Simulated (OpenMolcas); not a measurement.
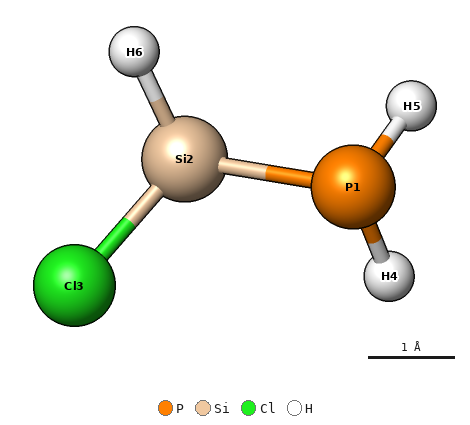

Figure 1. The structure as given in the input (ball-and-stick view, seen at a tilt; atoms are numbered from 1 in the order of the input). Bond lengths as drawn: Cl–Si 2.03 Å, H–P 1.38 to 1.39 Å, H–Si 1.47 Å and P–Si 2.24 Å.

**SiPH3Cl: excited-state calculation (part 1 of 3)**

SiPH3Cl, multiplicity 2, computed with RASSCF/STO-3G (OpenMolcas 26.06).

The geometry comes from this level: GFN2-xTB.

**Input file**
```
&GATEWAY
Coord = mol.xyz
Basis = STO-3G
Group = NoSym
&SEWARD
&RASSCF
FileOrb = $CurrDir/step2.RasOrb
Spin = 2
Nactel = 9 1 1
Inactive = 20
Ras1 = 3
Ras2 = 3
Ras3 = 2
CIRoot = 5 5 1
OrbListing = Few
OrbAppear = Compact
```

**File mol.xyz**
```
6

P     -0.416120     0.339600    -1.149360
Si     0.362920    -0.132060     0.895920
Cl     1.453060    -1.845610     0.820500
H     -1.414820    -0.622100    -1.156700
H     -1.279720     1.333820    -0.722090
H      1.294660     0.926350     1.311730
```

Hardware: 1 thread of Arm Neoverse V1, 24 GiB of memory available, shared host.

Run as:
```bash
export MOLCAS_MEM=1860
pymolcas step15.input > step15.log
```

**Log**
```
--- Start Module: gateway ---

                                              &GATEWAY

                       available to each process: 1.9 GB of memory, 1 thread

++    Symmetry information:
      ---------------------

                    Character Table for C1

                             E
                    a        1  x, y, xy, Rz, z, xz, Ry, yz, Rx, I
--

++    Basis set information:
      ----------------------

      Basis set label: P.STO-3G.........

      Electronic valence basis set:
      ------------------
      Associated Effective Charge  15.000000 au
      Associated Actual Charge     15.000000 au
      Nuclear Model: Point charge

      Shell  nPrim  nBasis  Cartesian Spherical Contaminant
         s       9       3        X
         p       6       2        X

      Basis set label: SI.STO-3G.........

      Electronic valence basis set:
      ------------------
      Associated Effective Charge  14.000000 au
      Associated Actual Charge     14.000000 au
      Nuclear Model: Point charge

      Shell  nPrim  nBasis  Cartesian Spherical Contaminant
         s       9       3        X
         p       6       2        X

      Basis set label: CL.STO-3G.........

      Electronic valence basis set:
      ------------------
      Associated Effective Charge  17.000000 au
      Associated Actual Charge     17.000000 au
      Nuclear Model: Point charge

      Shell  nPrim  nBasis  Cartesian Spherical Contaminant
         s       9       3        X
         p       6       2        X

      Basis set label: H.STO-3G.........

      Electronic valence basis set:
      ------------------
      Associated Effective Charge   1.000000 au
      Associated Actual Charge      1.000000 au
      Nuclear Model: Point charge

      Shell  nPrim  nBasis  Cartesian Spherical Contaminant
         s       3       1        X
--

++    Molecular structure info:
      -------------------------

                    ************************************************
                    **** Cartesian Coordinates / bohr, angstrom ****
                    ************************************************

     Center  Label                x              y              z                     x              y              z
        1      P1              -0.786353       0.641751      -2.171976             -0.416120       0.339600      -1.149360
        2      SI2              0.685819      -0.249557       1.693043              0.362920      -0.132060       0.895920
        3      CL3              2.745885      -3.487697       1.550520              1.453060      -1.845610       0.820500
        4      H4              -2.673622      -1.175599      -2.185846             -1.414820      -0.622100      -1.156700
        5      H5              -2.418320       2.520555      -1.364552             -1.279720       1.333820      -0.722090
        6      H6               2.446553       1.750548       2.478810              1.294660       0.926350       1.311730

                    ***************************************
                    *    InterNuclear Distances / bohr    *
                    ***************************************

               1 P1            2 SI2           3 CL3           4 H4            5 H5            6 H6
    1 P1       0.000000
    2 SI2      4.230850        0.000000
    3 CL3      6.586807        3.840539        0.000000
    4 H4       2.620065        5.214325        6.976912        0.000000
    5 H5       2.616324        5.163148        8.441905        3.794898        0.000000
    6 H6       5.771561        2.778135        5.328277        7.519145        6.247507        0.000000

                    *******************************************
                    *    InterNuclear Distances / angstrom    *
                    *******************************************

               1 P1            2 SI2           3 CL3           4 H4            5 H5            6 H6
    1 P1       0.000000
    2 SI2      2.238870        0.000000
    3 CL3      3.485588        2.032326        0.000000
    4 H4       1.386478        2.759302        3.692023        0.000000
    5 H5       1.384499        2.732220        4.467264        2.008174        0.000000
    6 H6       3.054179        1.470126        2.819603        3.978960        3.306038        0.000000

                    **************************************
                    *    Valence Bond Angles / degree    *
                    **************************************
                          Atom centers                 Phi
                      4 H4       1 P1       5 H5        92.89
--

            Nuclear Potential Energy            183.01012521 au

--- Stop Module: gateway /rc=_RC_ALL_IS_WELL_ ---

--- Start Module: seward ---

                                              &SEWARD

                       available to each process: 1.9 GB of memory, 1 thread

               SEWARD will generate:
                  Multipole Moment integrals up to order  2
                  Kinetic Energy integrals
                  Nuclear Attraction integrals (point charge)
                  One-Electron Hamiltonian integrals
                  Velocity integrals
                  Orbital angular momentum around (  0.9097  -1.0929   0.3428 )
                  Velocity quadrupole around (  0.9097  -1.0929   0.3428 )
                  Two-Electron Repulsion integrals

                   Integrals are discarded if absolute value <: 1.00E-14
                   Integral cutoff threshold is set to       <: 1.00E-16

            Nuclear Potential Energy            183.01012521 au

      Basis set specifications :
      Symmetry species         a
      Basis functions           30

--- Stop Module: seward /rc=_RC_ALL_IS_WELL_ ---

--- Start Module: rasscf ---

                                              &RASSCF

                       available to each process: 1.9 GB of memory, 1 thread

      Header of the ONEINT file:
      --------------------------

      OrdInt status: non-squared

      Cartesian coordinates in angstrom:
      -----------------------------------------------------
      No.  Label        X            Y            Z
      -----------------------------------------------------
       1   P1        -0.41612000   0.33960000  -1.14936000
       2   SI2        0.36292000  -0.13206000   0.89592000
       3   CL3        1.45306000  -1.84561000   0.82050000
       4   H4        -1.41482000  -0.62210000  -1.15670000
       5   H5        -1.27972000   1.33382000  -0.72209000
       6   H6         1.29466000   0.92635000   1.31173000
      -----------------------------------------------------
      Nuclear repulsion energy =  183.01012521

++    Wave function specifications:
      -----------------------------

      Number of closed shell electrons          40
      Number of electrons in active shells       9
      Max number of holes in RAS1 space          1
      Max nr of electrons in RAS3 space          1
      Number of inactive orbitals               20
      Number of active orbitals                  8
      Number of secondary orbitals               2
      Spin quantum number                      0.5
      State symmetry                             1
--

++    Orbital specifications:
      -----------------------

      Symmetry species                           1
                                                 a
      Frozen orbitals                            0
      Inactive orbitals                         20
      Active orbitals                            8
      RAS1 orbitals                              3
      RAS2 orbitals                              3
      RAS3 orbitals                              2
      Secondary orbitals                         2
      Deleted orbitals                           0
      Number of basis functions                 30
--

++    CI expansion specifications:
      ----------------------------

      Number of CSFs                           155
      Number of determinants                   237
      Number of root(s) required                 5
      Root chosen for geometry opt.              5
      CI roots used                              1     2     3     4     5
      weights                                0.200 0.200 0.200 0.200 0.200
      highest root included in the CI            5
      max. size of the explicit Hamiltonian    155
--

++    Optimization specifications:
      ----------------------------

      RASSCF algorithm: Conventional
      Maximum number of macro iterations       200
      Maximum number of SX iterations          100
      Threshold for RASSCF energy            1.000E-08
      Threshold for max MO rotation          1.000E-01
      Threshold for max BLB element          1.000E-04
      Level shift parameter                  5.000E-01
      Make Quasi-Newton update
--

      The MO-coefficients are taken from the file:
      step2.RasOrb
      Title: RASSCF average (pseudo-natural) orbitals

      Total molecular charge    0.00

      ************************************************************************************************************************
      *                                            Wave function control section                                             *
      ************************************************************************************************************************

                                         RASSCF iterations: Energy and convergence statistics
                                         ----------------------------------------------------

          iter iter root      energy       change     param      element    value   shift minimum  type update hh:mm:ss
 Nr of preliminary CI iterations:   1
      Total energies have been shifted. Add                -1000.00 au
        1   1    8    0   -78.66484306    0.00E+00   7.42E-02   16  27 1 -8.05E-03*  0.49   0.00    SX    NO    0:00:00
        2   1    8    0   -78.66564187   -7.99E-04*  5.35E-02   21  27 1  5.38E-03*  0.49   0.00    SX    NO    0:00:00
        3   1    8    0   -78.66612375   -4.82E-04*  3.99E-02   21  27 1  4.42E-03*  0.48   0.00    SX    NO    0:00:00
        4   1    8    0   -78.66648079   -3.57E-04* -3.09E-02   21  26 1  3.83E-03*  0.48   0.00    SX    NO    0:00:00
        5   1    9    0   -78.66678326   -3.02E-04* -2.24E-01*  21  26 1  3.38E-03*  0.48   2.50    QN   YES    0:00:00
        6   1   12    0   -78.66870933   -1.93E-03* -1.51E-01*  22  24 1 -4.09E-03*  0.47   1.56    QN   YES    0:00:00
        7   1   13    0   -78.66947972   -7.70E-04* -8.08E-02   20  26 1  7.12E-03*  0.46   1.42    QN   YES    0:00:00
        8   1   13    0   -78.67002364   -5.44E-04* -1.22E-01*  22  26 1  7.88E-03*  0.45   2.50    QN   YES    0:00:00
        9   1   13    0   -78.67112548   -1.10E-03* -1.04E-01*  22  26 1  8.13E-03*  0.45   2.50    LS   YES    0:00:00
       10   1   15    0   -78.67171600   -5.91E-04*  1.39E-01*  22  26 1  7.50E-03*  0.44   2.13    QN   YES    0:00:00
       11   1   15    0   -78.67255270   -8.37E-04*  1.30E-01*  20  25 1 -6.51E-03*  0.44   2.50    LS   YES    0:00:00
       12   1   15    0   -78.67297726   -4.25E-04*  8.64E-02   20  25 1 -6.17E-03*  0.44   1.60    QN   YES    0:00:00
       13   1   15    0   -78.67356128   -5.84E-04*  9.68E-02   23  27 1 -5.51E-03*  0.43   2.46    LS   YES    0:00:00
       14   1   15    0   -78.67385836   -2.97E-04*  4.86E-02   23  27 1 -7.79E-03*  0.43   1.27    QN   YES    0:00:00
       15   1   14    0   -78.67428090   -4.23E-04*  1.00E-01*  23  27 1 -7.06E-03*  0.43   2.50    QN   YES    0:00:00
       16   1   15    0   -78.67504844   -7.68E-04* -7.84E-02   23  27 1 -5.50E-03*  0.43   1.85    QN   YES    0:00:00
       17   1   15    0   -78.67555431   -5.06E-04* -8.42E-02   20  27 1 -4.89E-03*  0.42   2.01    QN   YES    0:00:00
       18   1   14    0   -78.67600480   -4.50E-04* -8.11E-02   20  27 1 -4.60E-03*  0.42   2.08    QN   YES    0:00:00
       19   1   15    0   -78.67643994   -4.35E-04* -7.69E-02   22  26 1 -5.35E-03*  0.41   2.09    QN   YES    0:00:00
       20   1   15    0   -78.67684463   -4.05E-04* -8.19E-02   22  26 1 -6.41E-03*  0.41   2.26    QN   YES    0:00:00
       21   1   15    0   -78.67731516   -4.71E-04* -1.51E-01*  22  26 1 -7.88E-03*  0.41   1.89    QN   YES    0:00:00
       22   1   17    0   -78.67762464   -3.09E-04* -7.90E-02   22  26 1 -8.72E-03*  0.41   0.75    QN   YES    0:00:00
       23   1   14    0   -78.67804765   -4.23E-04* -3.87E-02   23  27 1  7.00E-03*  0.41   1.14    QN   YES    0:00:00
       24   1   15    0   -78.67875422   -7.07E-04*  5.98E-02   22  26 1 -4.53E-03*  0.42   2.04    QN   YES    0:00:00
       25   1   15    0   -78.67968125   -9.27E-04* -4.52E-02   20  27 1  4.27E-03*  0.42   1.17    QN   YES    0:00:00
       26   1   14    0   -78.68007090   -3.90E-04* -4.99E-02   23  28 1  3.66E-03*  0.42   2.22    QN   YES    0:00:00
       27   1   14    0   -78.68044611   -3.75E-04*  3.78E-02   21  26 1 -3.93E-03*  0.42   1.73    QN   YES    0:00:00
       28   1   15    0   -78.68069770   -2.52E-04* -4.50E-02   22  26 1  3.82E-03*  0.42   2.01    QN   YES    0:00:00
       29   1   14    0   -78.68094499   -2.47E-04* -4.20E-02   22  26 1  3.20E-03*  0.42   1.95    QN   YES    0:00:00
       30   1   14    0   -78.68115075   -2.06E-04* -3.21E-02   25  27 1 -2.09E-03*  0.41   1.83    QN   YES    0:00:00
       31   1   13    0   -78.68129391   -1.43E-04* -2.72E-02   24  27 1  2.29E-03*  0.41   1.88    QN   YES    0:00:00
       32   1   13    0   -78.68140089   -1.07E-04* -2.83E-02   24  27 1  2.21E-03*  0.40   1.95    QN   YES    0:00:00
       33   1   13    0   -78.68148700   -8.61E-05* -2.40E-02   24  27 1  1.81E-03*  0.40   1.86    QN   YES    0:00:00
       34   1   13    0   -78.68155069   -6.37E-05*  1.51E-02   22  26 1 -1.73E-03*  0.39   1.76    QN   YES    0:00:00
       35   1   12    0   -78.68159609   -4.54E-05*  1.22E-02   20  26 1  1.35E-03*  0.39   1.76    QN   YES    0:00:00
       36   1   12    0   -78.68163032   -3.42E-05*  1.50E-02   21  27 1 -1.12E-03*  0.38   1.76    QN   YES    0:00:00
       37   1   12    0   -78.68165686   -2.65E-05*  1.57E-02   20  27 1 -7.53E-04*  0.38   1.79    QN   YES    0:00:00
       38   1   12    0   -78.68167902   -2.22E-05*  1.90E-02   22  26 1  8.66E-04*  0.37   1.85    QN   YES    0:00:00
       39   1   12    0   -78.68170040   -2.14E-05*  2.65E-02   20  26 1 -1.06E-03*  0.37   1.94    QN   YES    0:00:00
       40   1   13    0   -78.68172568   -2.53E-05*  3.82E-02   20  26 1 -1.19E-03*  0.37   2.01    QN   YES    0:00:00
       41   1   13    0   -78.68175914   -3.35E-05* -4.81E-02   21  27 1  1.27E-03*  0.37   1.85    QN   YES    0:00:00
       42   1   13    0   -78.68179781   -3.87E-05* -3.63E-02   24  28 1 -1.56E-03*  0.36   1.56    QN   YES    0:00:00
       43   1   13    0   -78.68183446   -3.67E-05* -2.36E-02   24  28 1 -1.66E-03*  0.37   1.62    QN   YES    0:00:00
       44   1   12    0   -78.68186566   -3.12E-05*  1.48E-02   24  28 1 -1.37E-03*  0.37   1.60    QN   YES    0:00:00
       45   1   12    0   -78.68188559   -1.99E-05* -2.26E-02   24  28 1 -8.98E-04*  0.37   1.60    QN   YES    0:00:00
       46   1   12    0   -78.68189825   -1.27E-05* -1.20E-02   20  27 1 -6.53E-04*  0.37   1.27    QN   YES    0:00:00
```
